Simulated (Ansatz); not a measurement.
CH5NOSi (SMILES NC(=O)[SiH3])

```xyz
9

N     0.4840    1.3542   -0.6018
C     0.5852    0.0068   -0.5160
O     1.3964   -0.6354   -1.1550
Si   -0.6031   -0.9359    0.6658
H     1.1045    1.8538   -1.2204
H    -0.1917    1.8681   -0.0667
H    -1.3845   -1.8923   -0.1526
H     0.2288   -1.6577    1.6568
H    -1.5311   -0.0079    1.3728
```

Geometry: PBE0-D4/def2-TZVP.

Method: RKS PBE0-D4/def2-TZVPP in Ansatz 0.2.0.

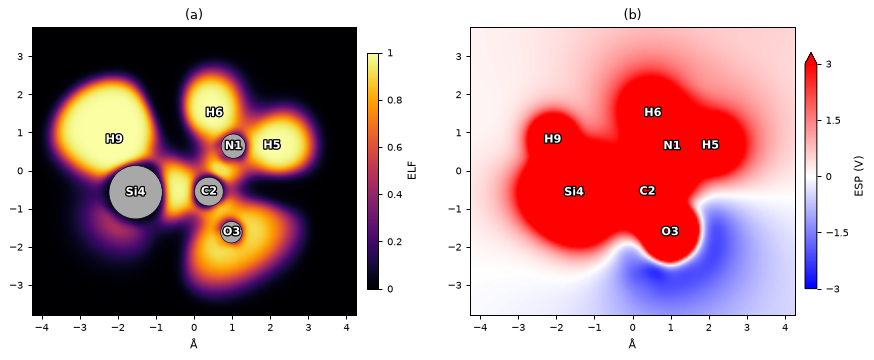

Figure 1. (a) electron localisation function; (b) electrostatic potential on the plane of atoms C2, N1 and H5. Grey discs cover the atomic cores in the ELF map.

What do the fields say about this system?

Answer.
- Atoms in the plane: N, C, O, Si and H.
- C–O (1.22 Å): the ELF peaks at about 0.85 between the atoms: a multiple bond.
- C–N (1.35 Å): the ELF peaks at about 0.90 between the atoms (a covalent bond).
- C–Si (1.92 Å): the ELF peaks at about 1 between the atoms, as expected for localised, covalent bonding.
- N–H (1.00 Å): the ELF climbs to about 1 towards the hydrogen, as it does in any bond to H (a covalent bond by its length).
- Si–H (1.49 Å): the ELF climbs to about 1 towards the hydrogen.
- The ELF also peaks beside O3, away from the bonds: lone-pair regions.
- Outside the dense part of the molecule the potential is most negative (−2.5 V) near O3.

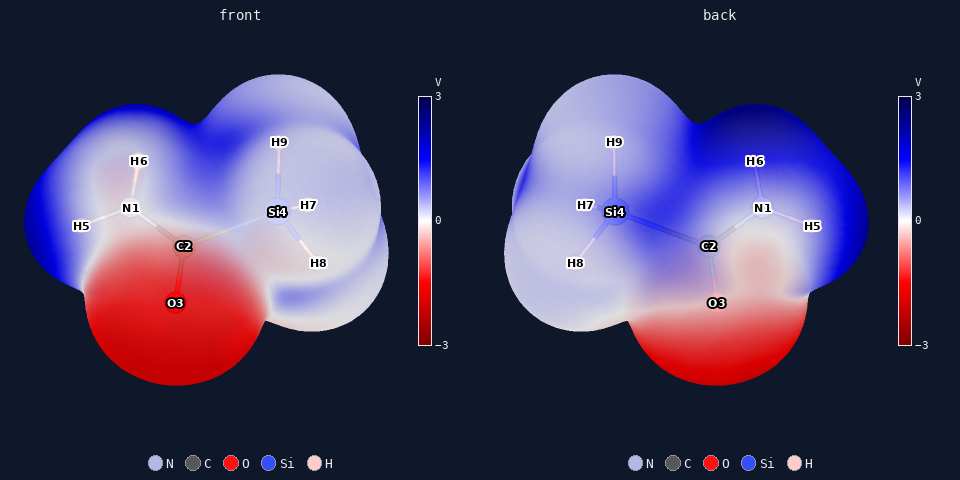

Figure 2. The molecular electrostatic potential painted on the density surface at 0.002 e/bohr³, seen from the front and from behind; red is negative and blue positive.

Where is the surface potential most negative and most positive?

Answer. The most negative region (about −1.9 V) lies over O3, the most positive (about +2.5 V) over H6. O3 is the likeliest acceptor of a hydrogen bond.

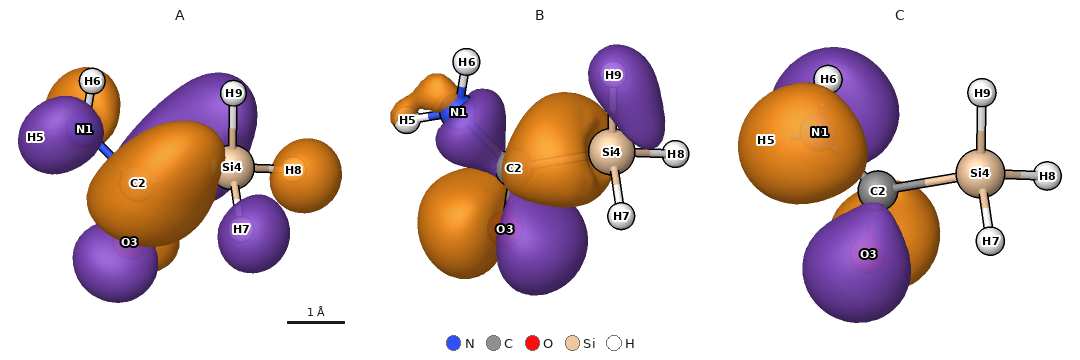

Figure 3. Three frontier orbitals at ±0.1 Å⁻³ᐟ² (orange and purple are the two phases), in no order.

Order the three orbitals by energy and name them.

Answer. C is the HOMO−1 (−8.14 eV). By Hirshfeld shares it lies mainly on N1 (about 45 %), O3 (about 35 %) and C2 (about 10 %); largely a combination of lone pairs on N1 and O3. B is the HOMO (−7.13 eV). It lies mainly on O3 (about 60 %), C2 (about 15 %), Si4 (about 15 %) and N1 (about 5 %). A is the LUMO (−0.32 eV). Its weight (Hirshfeld) is mainly on C2 (about 30 %), Si4 (about 25 %), O3 (about 20 %) and N1 (about 15 %).

What is the HOMO–LUMO gap?

Answer. 6.81 eV between the orbital energies.
